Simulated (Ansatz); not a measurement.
## BaRuO3: pressure series

Take BaRuO$_{3}$ in the cubic perovskite structure (space group Pm-3m, No. 221; a = 3.974 Å; ferromagnetic; a cell from a computed database, its experimental status unchecked) as the base.

Cell and atoms are relaxed at each pressure.

Method: PBEsol (Ansatz, a first-principles code; PAW; 420 eV plane waves; no SOC).

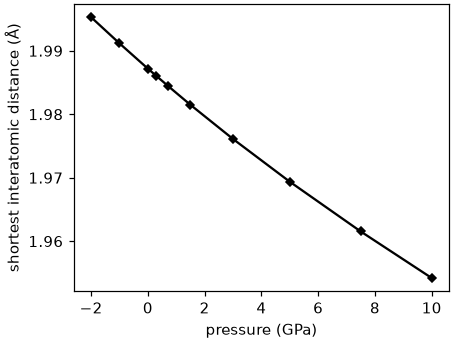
Figure. Shortest interatomic distance against pressure

From the plot, what is the shortest interatomic distance for pressure 0.3 GPa?

About 1.986 Å.

Is the trend monotonic over the range shown?

Yes, it falls throughout, spanning 3.693 bohr to 3.771 bohr.

Other magnetic orders, which the real material may have, were not ruled out. Load acts through the strain it causes; cell and atoms are relaxed under it. Whether these cells are dynamically stable was not tested. No other phases were tried under pressure. No Hubbard U is applied, and correlation can decide whether such a compound is a metal. Many cubic perovskites are stable only at high temperature; tilts and polar distortions were not tested.
